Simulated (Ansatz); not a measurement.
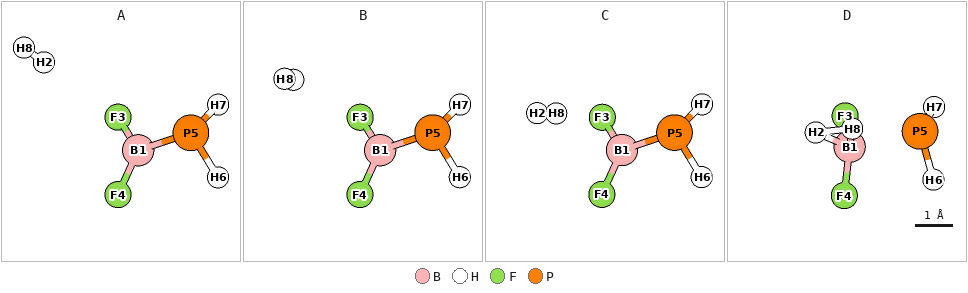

4 geometries from a converged minimum-energy path of BPH₄F₂, made up at the start of BHF₂ and PH3, shuffled. The picture is a ball-and-stick view, seen at a tilt.

All numbers below come from RKS B3LYP/def2-SVP in Ansatz. Settings: 5 movable images; climbing image; force threshold 0.03 eV/Å; iteration limit 60; starting path through a guess of the saddle point.

Which frame is the top of the path?

Answer. D. In order along the path, whose images run from 0 to 6: D (image 2, +190.3 kJ/mol), C (image 4, +25.8 kJ/mol), B (image 5, +24.6 kJ/mol), A (image 6, +24.1 kJ/mol). Breaking: B1–H2 (1.20 → 1.37 at the top → 3.50 Å), P5–H8 (1.43 → 1.85 at the top → 5.18 Å). Forming: B1–P5 (3.85 → 2.24 at the top → 1.93 Å), H2–H8 (3.32 → 1.03 at the top → 0.76 Å).

Limits of the set-up: the start holds two separate molecules, 3.0 Å apart at their closest, whose relative position is a soft coordinate and is computed without a dispersion correction.
